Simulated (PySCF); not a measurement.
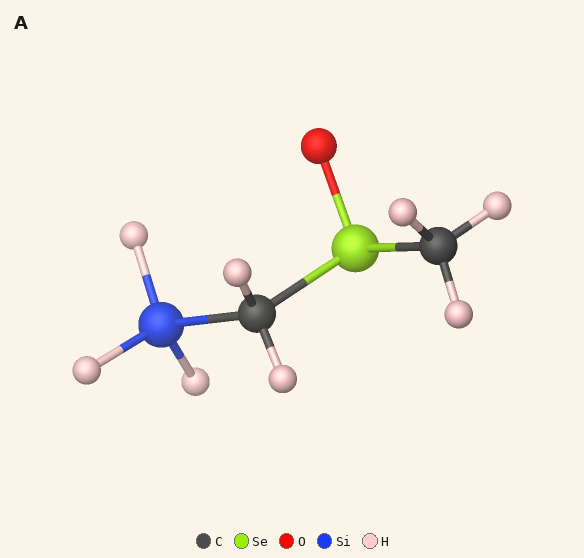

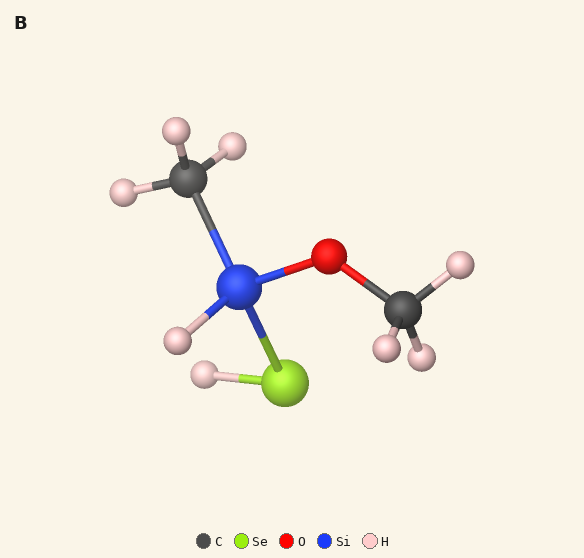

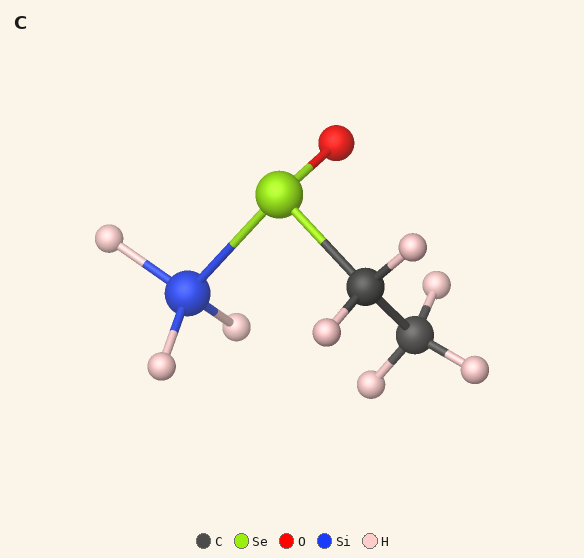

3 stationary structures of one formula. Geometries: GFN2-xTB. Electronic energies: ωB97X-D/def2-SVPD (PySCF 2.14.0), without zero-point energy. No frequency run is at hand to confirm each as a minimum. Each is one conformer, not always the lowest.

### Are they conformers, stereoisomers or constitutional isomers?

They are constitutional isomers of C2H8OSeSi: A `C[Se@](=O)C[SiH3]`, B `CO[Si@@H](C)[SeH]`, C `CC[Se@@](=O)[SiH3]`.

### Which is lowest in energy, and by how much?

B is lowest; C lies 3.446 eV above it, A lies 3.646 eV above it.

The geometry is semi-empirical. Around Se, Si such bond lengths and angles can be off by a tenth of an ångström or more and by several degrees, and values that hang on the shape move with them.
